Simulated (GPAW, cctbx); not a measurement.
# Bonding in TlPtAu as X-rays see it

Aim: compute the bonding part of the density of TlPtAu, find which reflections carry it, and see how it biases an ordinary refinement.

The cell comes from substitution in a known structure type and wasn't matched to any measured phase. All numbers below are calculated.

## Step 1: Find the equilibrium geometry

The density hangs on the geometry, so cell and atoms are relaxed first, with the symmetry held. The cutoff is set higher than for the density because stress converges slowly with plane waves.

Settings: GPAW 26.7.0, PBE, 570 eV, 5×3×3 k-points (along the axes of the calculation cell), Fermi–Dirac width 0.1 eV, BFGS to 0.03 eV/Å.

```text
cell
1.0
     0.000000000    0.000000000    4.046000000
     7.039000000    0.000000000    0.000000000
    -3.519500000    6.095952817    0.000000000
Tl Au Pt
3 3 3
Direct
0.000000000 0.000000000 0.237500005
0.000000000 0.762499995 0.762499995
0.000000000 0.237500005 0.000000000
0.000000000 0.666666667 0.333333333
0.000000000 0.333333333 0.666666667
0.500000000 0.000000000 0.000000000
0.500000000 0.000000000 0.586600005
0.500000000 0.413399995 0.413399995
0.500000000 0.586600005 0.000000000
```

```console
$ OMP_NUM_THREADS=1 mpirun -n 4 gpaw python run.py > gpaw.log
```

```text
BFGS:    0      -31.981613        3.942611
BFGS:    1      -32.590562        2.596793
BFGS:    2      -33.217142        1.030311
BFGS:    3      -33.299856        0.988800
...
BFGS:   30      -34.990111        0.071872
BFGS:   31      -34.991878        0.030417
BFGS:   32      -34.992187        0.010999
cell  3.1753 7.9665 7.9665  120.00 90.00 90.00
volume 174.524 A^3, largest force 0.010 eV/A, largest stress 0.05 GPa
```

The cell moved far, while the k-mesh and basis were chosen for the start, so the final shape may be somewhat biased.

After 32 steps the volume has changed by +0.5 % and the energy by -3.011 eV; the largest stress left is 0.05 GPa. It took 16 min on 4 cores of Intel(R) Xeon(R) CPU @ 2.80GHz (Skylake/Cascade Lake) (shared host), peak memory 1.6 GiB.

Relaxed structure: P-62m (no. 189), a = 7.9665 Å, b = 7.9665 Å, c = 3.1753 Å, α = 90.00°, β = 90.00°, γ = 120.00°.

| atom | mult. | x | y | z |
| --- | --- | --- | --- | --- |
| Tl1 | 3 | 0 | 0.3027 | 0 |
| Au1 | 2 | 2/3 | 1/3 | 0 |
| Au2 | 1 | 0 | 0 | 1/2 |
| Pt1 | 3 | 0 | 0.6292 | 1/2 |

## Step 2: The all-electron density

X-rays see the whole electron density, so the PAW density is rebuilt with its core regions. Subtracting spherical free atoms from the same code cancels the cores and leaves the deformation density Δρ, the part due to bonding.

Settings: PBE, 450 eV, 7×4×4 k-points (along the axes of the calculation cell), Fermi–Dirac width 0.1 eV; primitive cell of 9 atoms.

```console
$ OMP_NUM_THREADS=1 mpirun -n 4 gpaw python run.py > gpaw.log
```

```text
|iter:   1|       0s |  -36.824145 | +0.10 |       |
|iter:   2|       2s |  -36.306588 | -1.79 | -1.26 |
|iter:   3|       5s |  -35.095560 | -1.33 | -1.30 |
...
|iter:  10|      21s |  -34.686714c| -6.15 | -4.35c|
|iter:  11|      23s |  -34.686713c| -6.77 | -4.65c|
|iter:  12|      25s |  -34.686714c| -7.59c| -5.15c|
```

```text
grid (32, 80, 80)  electrons 714.000  moved by bonding 1.931 e
deformation density beyond 0.5 A of the nuclei: max 0.040, min -0.174 e/A^3
atom        x       y       z   Voronoi charge  moment
Tl1    0.0000  0.0000  0.3027      0.084       0.00
Tl2    0.0000  0.6973  0.6973      0.084       0.00
Tl3    0.0000  0.3027  0.0000      0.084       0.00
Au4    0.0000  0.6667  0.3333      0.055       0.00
Au5    0.0000  0.3333  0.6667      0.055       0.00
Au6    0.5000  0.0000  0.0000      0.018       0.00
Pt7    0.5000  1.0000  0.6292     -0.126       0.00
Pt8    0.5000  0.3708  0.3708     -0.126       0.00
Pt9    0.5000  0.6292  0.0000     -0.126       0.00
mean inner potential of superposed free atoms 27.989 V
total magnetic moment 0.000 muB
```

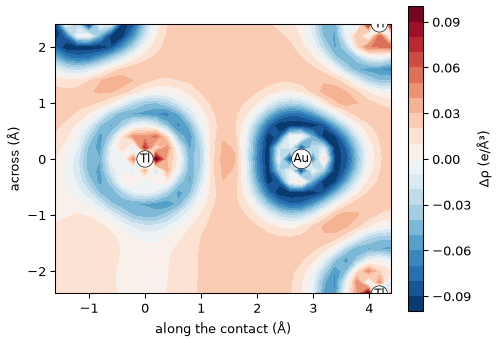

Deformation density in a plane through the shortest contact of the Tl atom at the origin; red gains electrons, blue loses them.

Pt gains most (-0.13 e) and Tl loses most (+0.08 e), in averages over each element's sites, which isn't the order of electronegativity: valence and coordination count too, and Voronoi cells cut space at the midplane whatever the atoms' sizes. Along the shortest contact from the Tl atom at the map's origin, Tl–Au at 2.79 Å, Δρ is +0.03 e/Å³ at the midpoint: little piles up between the atoms, as is usual in a metallic crystal, which this run finds. At the midpoints of other shortest contacts it is +0.03 (Au–Pt, 2.95 Å), +0.03 (Tl–Pt, 3.05 Å), 0.00 (Tl–Tl, 3.17 Å) and +0.01 (Au–Au, 3.17 Å) e/Å³. Point values carry grid noise of about 0.01 e/Å³. The run needed 12 iterations, 42 s.

## Step 3: Structure factors

The Fourier components of Δρ, added to those of the free atoms, give the static X-ray structure factors; the Mott–Bethe relation turns them into the Fourier components V of the potential that fast electrons feel.

```text
static structure factors of the conventional cell: F in electrons, V (Mott-Bethe) in volts
   h  k  l      d  |F| table  |F| free   |F| DFT   change   |V| free  |V| DFT  change %
   1  0  0  6.8992     1.116     1.116     1.148    0.032     0.028    0.068    142.6
   1  1  0  3.9833    13.898    13.929    13.639   -0.290     0.526    0.622     18.2
   2  0  0  3.4496    21.076    21.036    21.083    0.047     0.659    0.644     -2.2
   0  0  1  3.1753    78.478    78.518    78.242   -0.276     2.511    2.584      2.9
   1  0  1  2.8845    88.335    88.268    88.043   -0.226     2.633    2.682      1.9
   2  1  0  2.6076   123.929   123.870   123.694   -0.175     3.667    3.698      0.9
   1  1  1  2.4829   340.169   339.998   339.571   -0.428     9.868    9.937      0.7
   2  0  1  2.3362   229.599   229.468   229.038   -0.430     6.463    6.525      1.0
   3  0  0  2.2997   541.494   541.190   540.187   -1.003    15.171   15.310      0.9
   2  1  1  2.0152   145.865   145.756   145.483   -0.273     3.849    3.878      0.8
   2  2  0  1.9916    36.577    36.544    36.428   -0.116     0.938    0.951      1.3
   3  1  0  1.9135   114.819   114.723   114.560   -0.163     2.973    2.989      0.5
   3  0  1  1.8625    77.805    77.812    77.925    0.112     1.948    1.938     -0.5
   4  0  0  1.7248    33.009    33.028    33.157    0.129     0.794    0.784     -1.3
```

The largest X-ray change is -1.00 e on 300, 0.2 % of |F|. For electrons V goes as (Z − F)/g², so a change of F counts against Z − F, which is small at low angle and wherever the atoms' terms cancel: |V| of 110 moves by +18.2 % (0.53 to 0.62 V) against -2.1 % in |F|. The tabulated Hartree–Fock atoms differ from the free DFT atoms by up to 0.30 e, so the choice of reference atom matters too.

## Step 4: How cheap can the run be?

Cutoff and k-mesh: one is changed at a time, to find what the result needs.

| run | ΔF 300 (e) | ΔF 201 (e) | ΔF 111 (e) | q(Pt) (e) | moved (e) | time |
| --- | --- | --- | --- | --- | --- | --- |
| 450 eV 7×4×4 | -1.003 | -0.430 | -0.428 | -0.126 | 1.931 | 42 s |
| 250 eV 7×4×4 | -1.060 | -0.451 | -0.477 | -0.120 | 2.227 | 21 s |
| 350 eV 7×4×4 | -1.013 | -0.434 | -0.437 | -0.126 | 1.901 | 31 s |
| 750 eV 7×4×4 | -1.002 | -0.433 | -0.424 | -0.123 | 1.934 | 87 s |
| 450 eV 2×1×1 | -0.987 | -0.356 | -0.411 | -0.119 | 1.866 | 19 s |
| 450 eV 4×2×2 | -0.997 | -0.426 | -0.436 | -0.123 | 1.902 | 25 s |

Within 0.02 e of the base on all three: 450 eV 4×2×2, 350 eV 7×4×4 and 750 eV 7×4×4; the cheapest takes 0.60 of the base's time. The largest error, 0.074 e, comes with 450 eV 2×1×1. The moved charge is off by up to 15 % among these runs. Times are from shared hosts.

## Step 5: What a spherical-atom refinement makes of it

Routine crystallography fits spherical atoms. To see the bias, intensities are simulated from tabulated atoms plus the DFT change ΔF, so that bonding alone can misfit (8000 reflections of the full sphere, merged to the counts below, to 0.45 Å, 0.5 % proportional noise plus counting noise, assumed isotropic U as listed, Δρ smeared by the mean U) and refined with cctbx over different ranges.

| range | data | R1 | GooF | U Tl1 (true 0.0024) | U Au1 (true 0.0024) | U Au2 (true 0.0024) | U Pt1 (true 0.0024) | largest shift (Å) | Δρ max, min (e/Å³) |
| --- | --- | --- | --- | --- | --- | --- | --- | --- | --- |
| all data | 793 | 0.0036 | 0.97 | 0.0024 | 0.0024 | 0.0024 | 0.0024 | 0.0001 | 0.70, -0.84 |
| low resolution, d > 0.84 | 138 | 0.0024 | 0.87 | 0.0024 | 0.0024 | 0.0023 | 0.0024 | 0.0003 | 0.27, -0.28 |
| high order, d < 0.75 | 599 | 0.0040 | 0.98 | 0.0024 | 0.0024 | 0.0024 | 0.0024 | 0.0001 | 0.47, -0.66 |
| occupancies free, d > 0.7 | 235 | 0.0028 | 0.95 | 0.0025 | 0.0023 | 0.0023 | 0.0024 | 0.0002 | 0.31, -0.42 |

With all data GooF is 0.97, so at this noise the bonding hardly shows; the top residual peak lies 1.28 Å from Au and 1.89 Å from Au. No U is off by more than 3 s.u. at low resolution. With Tl1 held at 1 and the scale free, the other occupancies refine to Au1 0.997(0.002), Au2 0.998(0.002) and Pt1 0.998(0.002), within three s.u. of full.

## Step 6: Answer

Bonding moves 1.93 e in the primitive cell of TlPtAu and changes the structure factors of the conventional cell in the table above by at most 1.00 e (300, 0.2 %), and among reflections above 2 % of the strongest by up to 2.1 % (110). The shortest bond, Tl–Au, has Δρ = +0.03 e/Å³ at its midpoint, with no localised bond charge. Within 0.02 e of the base on all three: 450 eV 4×2×2, 350 eV 7×4×4 and 750 eV 7×4×4; the cheapest takes 0.60 of the base's time. The largest error, 0.074 e, comes with 450 eV 2×1×1. The moved charge is off by up to 15 % among these runs. With all data GooF is 0.97, so at this noise the bonding hardly shows. Limits: static density, frozen cores, no spin–orbit coupling.

[Outputs are excerpts: Python notices, other lines and further rows are left out; steps that failed or that the build refused (PBEsol, TPSS) are not shown.]

[Logs are printed without paths, hosts, clocks, repeated set-up lines and the standing remarks that a program may print on its own settings, such as how far it seeks lower states.]
